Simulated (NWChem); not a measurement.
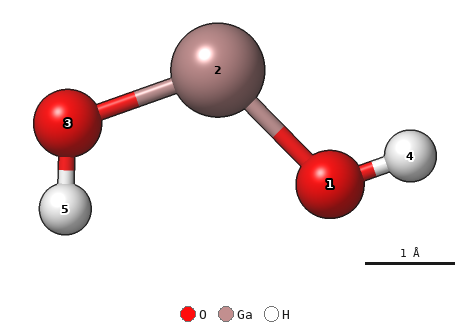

Figure 1. The structure as given in the input (ball-and-stick view, seen on its broad side; atoms are numbered from 1 in the order of the input). Sticks mark near contacts.

# Single-point calculation, with input and output: GaH$_{2}$O$_{2}$ (charge +1)

System: GaH$_{2}$O$_{2}$, charge +1.
Method: M06-2X/def2-SVPD, RKS (NWChem 7.3.0).

The geometry is that of the parent species in another charge or spin state. The geometry comes from this level: PBE0-D4/def2-TZVP.

The input
```
start geom
memory total 2200 mb
charge 1

geometry noautosym nocenter noautoz
   O     -0.370600     0.021600    -1.274400
   Ga    -0.311700    -0.753800     0.353600
   O      0.618200     0.154900     1.591100
   H     -0.867400    -0.464600    -1.936500
   H      0.981500     0.968200     1.224700
end

basis spherical bse
   * library def2-SVPD
end

dft
   xc m06-2x
   grid fine
   convergence energy 1e-08
   iterations 100
   mulliken
   print low
end

task dft
```

Launch command:
```bash
nwchem geom.nw > geom.out
```

The program's output
```
Northwest Computational Chemistry Package (NWChem) 7.3.0
             --------------------------------------------------------

           Job information
           ---------------

    nwchem branch   = 7.3.0
    use scalapack   = T
    input           = geom.nw
    prefix          = geom.
    data base       = ./geom.db
    status          = startup
    nproc           =        1

           Memory information
           ------------------

    heap     =     72089600 doubles =      550.0 Mbytes
    stack    =     72089597 doubles =      550.0 Mbytes
    global   =    144179200 doubles =     1100.0 Mbytes (distinct from heap & stack)
    total    =    288358397 doubles =     2200.0 Mbytes
    verify   = yes
    hardfail = no

           Directory information
           ---------------------

  0 permanent = .
  0 scratch   = .

                                NWChem Input Module
                                -------------------

 Scaling coordinates for geometry "geometry" by  1.889725989
 (inverse scale =  0.529177249)

                             Geometry "geometry" -> ""
                             -------------------------

 Output coordinates in angstroms (scale by  1.889725989 to convert to a.u.)

  No.       Tag          Charge          X              Y              Z
 ---- ---------------- ---------- -------------- -------------- --------------
    1 O                    8.0000    -0.37060000     0.02160000    -1.27440000
    2 Ga                  31.0000    -0.31170000    -0.75380000     0.35360000
    3 O                    8.0000     0.61820000     0.15490000     1.59110000
    4 H                    1.0000    -0.86740000    -0.46460000    -1.93650000
    5 H                    1.0000     0.98150000     0.96820000     1.22470000

      Atomic Mass
      -----------

      O                 15.994910
      Ga                68.925700
      H                  1.007825

 Effective nuclear repulsion energy (a.u.)     182.4313053298

            Nuclear Dipole moment (a.u.)
            ----------------------------
        X                 Y               Z
 ---------------- ---------------- ----------------
   -14.3010683364   -40.5387798522    24.1571232024

            XYZ format geometry
            -------------------
     5
 geometry
 O                    -0.37060000     0.02160000    -1.27440000
 Ga                   -0.31170000    -0.75380000     0.35360000
 O                     0.61820000     0.15490000     1.59110000
 H                    -0.86740000    -0.46460000    -1.93650000
 H                     0.98150000     0.96820000     1.22470000

 ==============================================================================
                                internuclear distances
 ------------------------------------------------------------------------------
       center one      |      center two      | atomic units |  angstroms
 ------------------------------------------------------------------------------
    2 Ga               |   1 O                |     3.40942  |     1.80419
    3 O                |   2 Ga               |     3.39197  |     1.79495
    4 H                |   1 O                |     1.81411  |     0.95999
    5 H                |   3 O                |     1.82012  |     0.96317
 ------------------------------------------------------------------------------
                         number of included internuclear distances:          4
 ==============================================================================

 ==============================================================================
                                 internuclear angles
 ------------------------------------------------------------------------------
        center 1       |       center 2       |       center 3       |  degrees
 ------------------------------------------------------------------------------
    2 Ga               |   1 O                |   4 H                |   114.93
    1 O                |   2 Ga               |   3 O                |   114.93
    2 Ga               |   3 O                |   5 H                |   111.14
 ------------------------------------------------------------------------------
                            number of included internuclear angles:          3
 ==============================================================================

 Summary of "ao basis" -> "" (spherical)
 ------------------------------------------------------------------------------
       Tag                 Description            Shells   Functions and Types
 ---------------- ------------------------------  ------  ---------------------
 *                         def2-SVPD                  on all atoms

                                 NWChem DFT Module
                                 -----------------

                      Basis "ao basis" -> "ao basis" (spherical)
                      -----
  [basis functions not shown]

 Summary of "ao basis" -> "ao basis" (spherical)
 ------------------------------------------------------------------------------
       Tag                 Description            Shells   Functions and Types
 ---------------- ------------------------------  ------  ---------------------
 O                         def2-SVPD                 9       23   4s3p2d
 Ga                        def2-SVPD                14       38   6s4p4d
 H                         def2-SVPD                 4        8   2s2p

  Caching 1-el integrals
   Time after variat. SCF:      0.8

     ---------------------------------------------
      Total Density - Mulliken Population Analysis
     ---------------------------------------------

    Atom       Charge   Shell Charges
 -----------   ------   -------------------------------------------------------
    1 O    8     8.99   1.99  1.17  0.63  0.08  3.18  1.80  0.14  0.00  0.01
    2 Ga  31    28.88   2.00  2.00  2.01  0.73 -0.29  0.06  6.00  6.03  0.30 -0.02  8.66  1.34  0.08 -0.01
    3 O    8     9.03   1.99  1.17  0.63  0.09  3.19  1.82  0.13  0.01  0.01
    4 H    1     0.55   0.51  0.02  0.06 -0.03
    5 H    1     0.54   0.50 -0.00  0.06 -0.02
   Time prior to 1st pass:      0.8

           Memory utilization after 1st SCF pass:
           Heap Space remaining (MW):       36.80            36797408
          Stack Space remaining (MW):       72.09            72088932

   convergence    iter        energy       DeltaE   RMS-Dens  Diis-err    time
 ---------------- ----- ----------------- --------- --------- ---------  ------
 d= 0,ls=0.0,diis     1  -2075.3922883211 -2.26D+03  2.90D-02  6.33D+00     3.0
 d= 0,ls=0.0,diis     2  -2075.2130198991  1.79D-01  1.65D-02  8.60D+00     4.9
 d= 0,ls=0.0,diis     3  -2075.7668676523 -5.54D-01  3.19D-03  1.72D-01     6.8
 d= 0,ls=0.0,diis     4  -2075.7833499265 -1.65D-02  1.05D-03  1.20D-02     8.8
 d= 0,ls=0.0,diis     5  -2075.7841021461 -7.52D-04  4.01D-04  1.04D-03    10.8
  Resetting Diis
 d= 0,ls=0.0,diis     6  -2075.7841908856 -8.87D-05  1.97D-04  3.25D-04    13.0
 d= 0,ls=0.0,diis     7  -2075.7842249949 -3.41D-05  3.61D-05  2.71D-06    15.3
 d= 0,ls=0.0,diis     8  -2075.7842256507 -6.56D-07  1.29D-05  2.58D-06    17.6
 d= 0,ls=0.0,diis     9  -2075.7842259249 -2.74D-07  9.70D-06  4.45D-07    19.9
 d= 0,ls=0.0,diis    10  -2075.7842260332 -1.08D-07  5.38D-06  5.94D-08    22.1
 d= 0,ls=0.0,diis    11  -2075.7842260583 -2.51D-08  1.28D-06  1.36D-09    24.5
 d= 0,ls=0.0,diis    12  -2075.7842260594 -1.07D-09  3.31D-07  2.05D-10    26.8

         Total DFT energy =    -2075.784226059352
      One electron energy =    -3242.278912872423
           Coulomb energy =     1076.753520573793
    Exchange-Corr. energy =      -92.690139090548
 Nuclear repulsion energy =      182.431305329826

 Numeric. integr. density =       47.999999855940

     Total iterative time =     26.1s

     ---------------------------------------------
      Total Density - Mulliken Population Analysis
     ---------------------------------------------

    Atom       Charge   Shell Charges
 -----------   ------   -------------------------------------------------------
    1 O    8     8.62   1.99  1.10  0.69  0.12  2.79  1.74  0.17  0.01  0.01
    2 Ga  31    29.21   2.00  2.00  1.99  0.82 -0.26  0.05  6.00  5.98  0.56  0.01  8.11  1.81  0.17 -0.03
    3 O    8     8.72   1.99  1.08  0.69  0.17  2.81  1.78  0.17  0.01  0.01
    4 H    1     0.74   0.67  0.02  0.06 -0.01
    5 H    1     0.71   0.66 -0.01  0.06 -0.00

     -------------------------------------------
      Total Density - Lowdin Population Analysis
     -------------------------------------------

    Atom       Charge   Shell Charges
 -----------   ------   -------------------------------------------------------
    1 O    8     8.16   1.97  0.86  0.50  0.10  2.60  1.74  0.26  0.01  0.11
    2 Ga  31    29.51   2.00  2.00  1.89  0.38  0.10  0.05  5.99  5.82  0.65  0.21  7.86  1.99  0.48  0.10
    3 O    8     8.20   1.97  0.85  0.50  0.10  2.63  1.78  0.26  0.01  0.10
    4 H    1     1.07   0.49  0.12  0.18  0.28
    5 H    1     1.06   0.49  0.12  0.18  0.27

 Task  times  cpu:       26.8s     wall:       26.8s
 Total times  cpu:       26.8s     wall:       26.8s
```

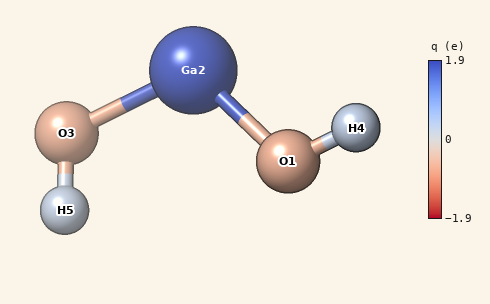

Figure 2. Mulliken charges, as the colour of each atom (ball-and-stick view, seen at a tilt; atoms are numbered from 1 in the order of the input). By element: O −0.72 to −0.62, Ga +1.79 and H +0.26 to +0.29 e.

Key numbers

| quantity | value |
| --- | --- |
| outcome | converged |
| total energy | −2075.784226 hartree |
| hardware | 1 thread of AMD EPYC (Zen 3), 32 GiB of memory available, shared host |
| wall time | 28 s |
| peak memory | 0.11 GiB |
